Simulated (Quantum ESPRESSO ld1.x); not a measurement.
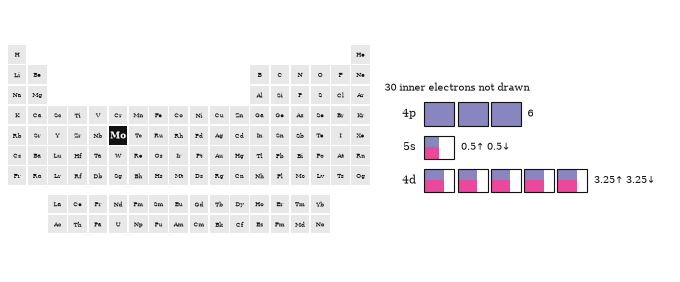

*Left, the place of molybdenum in the periodic table; right, the outer shells as the input fills them: a box for each of the 2l + 1 orbitals, shaded by the share of the shell that is filled, up spin in the upper half and down spin in the lower, with the electron count at the right.*

## Atomic calculation for Mo (charge -1.5)

System: Mo (charge -1.5), configuration [Kr] 5s0.5 5s0.5 4d3.25 4d3.25.
Method: scalar-relativistic Kohn-Sham, LDA (Slater exchange, VWN5 correlation), spin-polarised, spherical densities, point nucleus (Quantum ESPRESSO ld1.x).

### Input
```
 &input
    atom='Mo',
    iswitch=1,
    rel=1,
    lsd=1,
    dft='SLA-VWN',
    config='[Kr] 5s0.5 5s0.5 4d3.25 4d3.25',
    verbosity='high',
    prefix='ld1',
    max_out_wfc=37,
    file_charge='ld1.rho',
 /
```

Hardware: 1 CPU thread, shared host.

### Log
```
     Program LD1 v.7.5 starts

     Message from routine scf:
     warning: convergence not achieved
     --------------------------- All-electron run ----------------------------

     scalar relativistic calculation

     atomic number is 42.00
     dft =SLA-VWN   lsd =1 sic =0 latt =0  beta=0.20 tr2=1.0E-14
     Exchange-correlation= SLA-VWN
                           (   1   2   0   0   0   0   0)
     mesh =2043 r(mesh) =  99.31835 a.u. xmin = -8.00 dx = 0.00800
     1 Ry =  13.60569312 eV, c = 137.03599908

     n l     nl                  e(Ry)          e(Ha)          e(eV)
     1 0     1S 1( 1.00)   -1454.797880115    -727.398940057 -19793.5335128
     2 0     2S 1( 1.00)    -205.411020687    -102.705510344  -2794.7593116
     2 1     2P 1( 3.00)    -183.759640906     -91.879820453  -2500.1772826
     3 0     3S 1( 1.00)     -34.823288877     -17.411644438   -473.7949820
     3 1     3P 1( 3.00)     -27.728536265     -13.864268133   -377.2659552
     4 0     4S 1( 1.00)      -4.621353989      -2.310676995    -62.8767242
     4 1     4P 1( 3.00)      -2.725065756      -1.362532878    -37.0764084
     3 2     3D 1( 5.00)     -16.145513367      -8.072756684   -219.6709002
     5 0     5S 1( 0.50)      -0.244784186      -0.122392093     -3.3304585
     5 0     5S 2( 0.50)      -0.244784186      -0.122392093     -3.3304585
     4 2     4D 1( 3.25)      -0.192435918      -0.096217959     -2.6182240
     4 2     4D 2( 3.25)      -0.192435918      -0.096217959     -2.6182240
     1 0     1S 2( 1.00)   -1454.797880115    -727.398940057 -19793.5335128
     2 0     2S 2( 1.00)    -205.411020687    -102.705510344  -2794.7593116
     2 1     2P 2( 3.00)    -183.759640906     -91.879820453  -2500.1772826
     3 0     3S 2( 1.00)     -34.823288877     -17.411644438   -473.7949820
     3 1     3P 2( 3.00)     -27.728536265     -13.864268133   -377.2659552
     4 0     4S 2( 1.00)      -4.621353989      -2.310676995    -62.8767242
     4 1     4P 2( 3.00)      -2.725065756      -1.362532878    -37.0764084
     3 2     3D 2( 5.00)     -16.145513367      -8.072756684   -219.6709002

     final scf error:  2.2E+00 reached in 201 iterations

     Etot =   -8154.359385 Ry,   -4077.179693 Ha, -110945.711409 eV
     Total magnetization:    0.00 Bohr mag.

     Ekin =    8281.206817 Ry,    4140.603408 Ha,  112671.558639 eV
     Encl =  -19580.331035 Ry,   -9790.165518 Ha, -266403.975315 eV
     Eh   =    3385.006417 Ry,    1692.503208 Ha,   46055.358528 eV
     Exc  =    -240.241584 Ry,    -120.120792 Ha,   -3268.653262 eV

     normalization and overlap integrals

     s(1S/1S) =  1.000000  <r> =   0.0352  <r2> =    0.0017  r(max) =   0.0229
     s(1S/2S) = -0.009005
     s(1S/3S) = -0.003635
     s(1S/4S) = -0.001491
     s(1S/5S) = -0.000411
     s(2S/2S) =  1.000000  <r> =   0.1539  <r2> =    0.0279  r(max) =   0.1298
     s(2S/3S) = -0.002193
     s(2S/4S) = -0.000871
     s(2S/5S) = -0.000239
     s(2P/2P) =  1.000000  <r> =   0.1340  <r2> =    0.0219  r(max) =   0.1038
     s(2P/3P) = -0.001793
     s(2P/4P) = -0.000645
     s(3S/3S) =  1.000000  <r> =   0.4298  <r2> =    0.2116  r(max) =   0.3853
     s(3S/4S) = -0.000557
     s(3S/5S) = -0.000150
     s(3P/3P) =  1.000000  <r> =   0.4312  <r2> =    0.2165  r(max) =   0.3762
     s(3P/4P) = -0.000451
     s(4S/4S) =  1.000000  <r> =   1.1069  <r2> =    1.3915  r(max) =   0.9904
     s(4S/5S) = -0.000085
     s(4P/4P) =  1.000000  <r> =   1.2390  <r2> =    1.7659  r(max) =   1.0729
     s(3D/3D) =  1.000000  <r> =   0.4156  <r2> =    0.2078  r(max) =   0.3231
     s(3D/4D) = -0.000225
     s(5S/5S) =  1.000000  <r> =   3.6562  <r2> =   15.4950  r(max) =   2.9634
     s(5S/5S) =  1.000000  <r> =   3.6562  <r2> =   15.4950  r(max) =   2.9634
     s(5S/1S) = -0.000411
     s(5S/2S) = -0.000239
     s(5S/3S) = -0.000150
     s(5S/4S) = -0.000085
     s(4D/4D) =  1.000000  <r> =   2.0625  <r2> =    5.4704  r(max) =   1.3970
     s(4D/4D) =  1.000000  <r> =   2.0625  <r2> =    5.4704  r(max) =   1.3970
     s(4D/3D) = -0.000225
     s(1S/1S) =  1.000000  <r> =   0.0352  <r2> =    0.0017  r(max) =   0.0229
     s(1S/2S) = -0.009005
     s(1S/3S) = -0.003635
     s(1S/4S) = -0.001491
     s(2S/2S) =  1.000000  <r> =   0.1539  <r2> =    0.0279  r(max) =   0.1298
     s(2S/3S) = -0.002193
     s(2S/4S) = -0.000871
     s(2P/2P) =  1.000000  <r> =   0.1340  <r2> =    0.0219  r(max) =   0.1038
     s(2P/3P) = -0.001793
     s(2P/4P) = -0.000645
     s(3S/3S) =  1.000000  <r> =   0.4298  <r2> =    0.2116  r(max) =   0.3853
     s(3S/4S) = -0.000557
     s(3P/3P) =  1.000000  <r> =   0.4312  <r2> =    0.2165  r(max) =   0.3762
     s(3P/4P) = -0.000451
     s(4S/4S) =  1.000000  <r> =   1.1069  <r2> =    1.3915  r(max) =   0.9904
     s(4P/4P) =  1.000000  <r> =   1.2390  <r2> =    1.7659  r(max) =   1.0729
     s(3D/3D) =  1.000000  <r> =   0.4156  <r2> =    0.2078  r(max) =   0.3231

     ------------------------ End of All-electron run ------------------------
```

### What the run reported

| quantity | value |
| --- | --- |
| outcome | not converged |
| total energy | −4077.1797 hartree |
| kinetic energy | 4140.6034 hartree |
| electron–nucleus energy | −9790.1655 hartree |
| Hartree energy | 1692.5032 hartree |
| exchange–correlation energy | −120.120792 hartree |
| SCF iterations | 201 |
| wall time | 5.7 s |

### What went wrong

The run did not meet its convergence test in 201 iterations, so its last values are not results.
